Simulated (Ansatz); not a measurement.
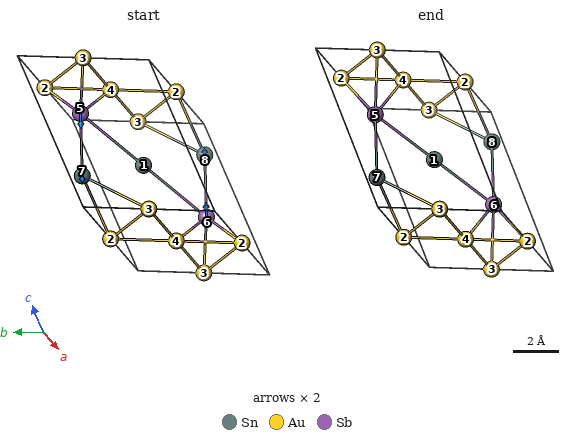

The structure of a crystal of Sn$_{3}$Sb$_{2}$Au$_{3}$ (a generated structure, set up in R-3m) before (left) and after (right) a relaxation, at one scale. The blue arrows give the displacements (the part carried along by the change of the cell is left out), magnified 2 times.

The picture is a ball-and-stick view of the cell of the calculation, seen from a free direction.

The start is a swapped structure.

These are results of DFT, PAW plane waves, r2SCAN in Ansatz, not measurements.

Input
```yaml
crystal:
  lattice:
    - [5.926374, 0.0, 0.0]
    - [-2.963187, 5.132395, 0.0]
    - [-2.963187, 1.710798, 6.85896]
  atoms:
    - { symbol: Sn, position: [0.5, 0.5, 0.5] }
    - { symbol: Au, position: [0.5, 0.0, 0.0] }
    - { symbol: Au, position: [0.0, 0.5, 0.0] }
    - { symbol: Au, position: [0.5, 0.5, 0.0] }
    - { symbol: Sb, position: [0.2423, 0.7577, 0.7269] }
    - { symbol: Sb, position: [0.7577, 0.2423, 0.2731] }
    - { symbol: Sn, position: [0.0807, 0.9193, 0.2421] }
    - { symbol: Sn, position: [0.9193, 0.0807, 0.7579] }
  symmetry: { tolerance: 0.0003 }
kpoints:
  mp_grid: { grid: [5, 5, 5], shift: [0, 0, 0] }
magnetization:
  spin_polarized: false
scf:
  occupations: { method: gaussian, width: 0.0882 }
  lower_state_search: "off"
hamiltonian:
  pseudopotentials: { kind: paw }
  xc: r2scan
basis:
  ecutwfc: 500
  fft_grid_basis: typed
relax:
  max_steps: 40
  cell: { p_target: 0.0 }
output:
  forces: true
  stress: true
  eigenvalues: true
  bader: true
  populations: true
  elf: true
  write_potential: true
  volumetric_format: npy
  dos:
    e_range: [-12, 8]
    de: 0.05
    projected: { site_lists: { Au: [Au], Sb: [Sb], Sn: [Sn] } }
checkpoint:
  read: saved_state
```

Launched with:
```bash
ansatz run input.yaml --threads 2 --pin off --max-ram 2560MiB --backend cpu --events-out ev --progress --plain --runs-dir out
```

Question: Summarise the run.

Answer: The largest moves relative to the cell, 0.41 Å, are those of Sb5 and Sb6. Sb5 goes along [−1 1 −3]. Largest moves by element: Sb 0.41 Å, Sn 0.19 Å. Au stays in place. The drawn cell changes as follows: a = b 5.926 → 5.579 Å (−5.9 %), c 7.665 → 8.028 Å (+4.7 %), α 67.3° → 69.7°, β 112.7° → 110.3°; the volume changes by −5.0 %. Near-neighbour distances that change, for instance: Au2–Sb5 2.537 → 2.906 Å, Sn1–Sb5 3.759 → 3.458 Å, Au2–Sn7 3.397 → 3.209 Å, Au2–Au3 2.963 → 2.789 Å. The space group stays R-3m (No. 166). After 6 accepted moves (8 points after the start) the energy has fallen by 197 meV per atom. The largest force component goes from 4 to 0.0015 eV/Å. Pressure: 4.89 GPa at the start and −0.01 GPa at the end. The line search rejected the trial step at point 4 of the run. The SCF was repeated once at an unchanged geometry on a basis and grid sized afresh for the cell, which shifted the energy by less than 0.05 meV per atom at most.
